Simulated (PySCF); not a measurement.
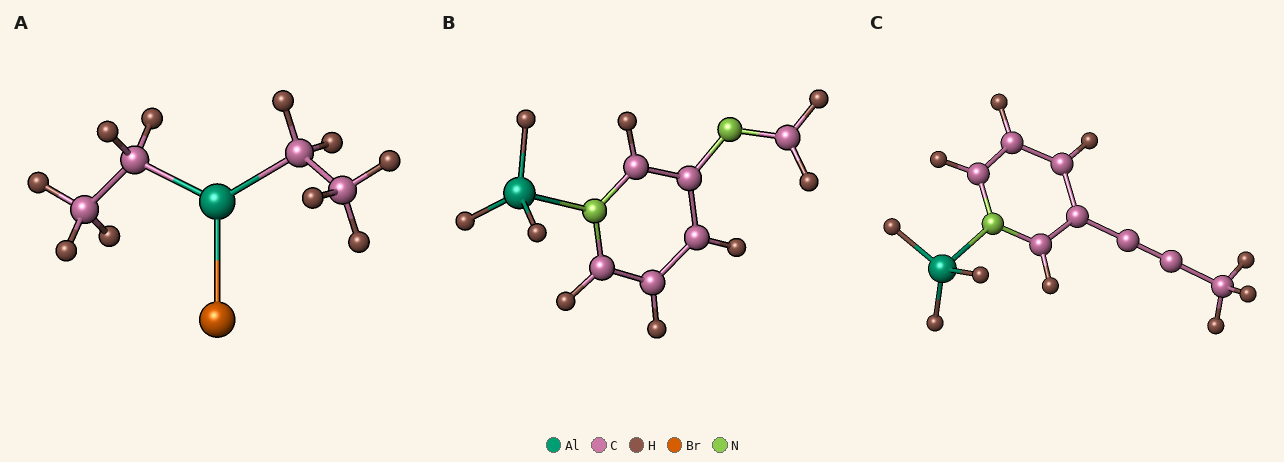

(Drawn from a calculation with PySCF.)

```xyz
18
charge 0, multiplicity 1
C    -3.3522    0.6991   -0.1973
N    -2.2644    0.8530    0.4308
C    -1.1382    0.1131    0.0827
C    -1.1525   -1.2669   -0.1538
C     0.0394   -1.9166   -0.4622
C     1.2108   -1.1773   -0.5339
N     1.2242    0.1421   -0.2980
Al    2.9944    1.1765   -0.4628
C     0.0957    0.7738    0.0203
H    -4.2387    1.2620    0.1240
H    -3.4641    0.0297   -1.0721
H    -2.0880   -1.8247   -0.0673
H     0.0633   -2.9926   -0.6421
H     2.1744   -1.6364   -0.7691
H     2.5212    2.5823    0.1594
H     3.9540    0.2331    0.4179
H     3.2271    1.1161   -2.0535
H     0.1665    1.8447    0.2267
```

Which picture belongs to the input above?

Answer. B. The file holds C6H9AlN2, `C=Nc1ccc[n+]([AlH3-])c1`.
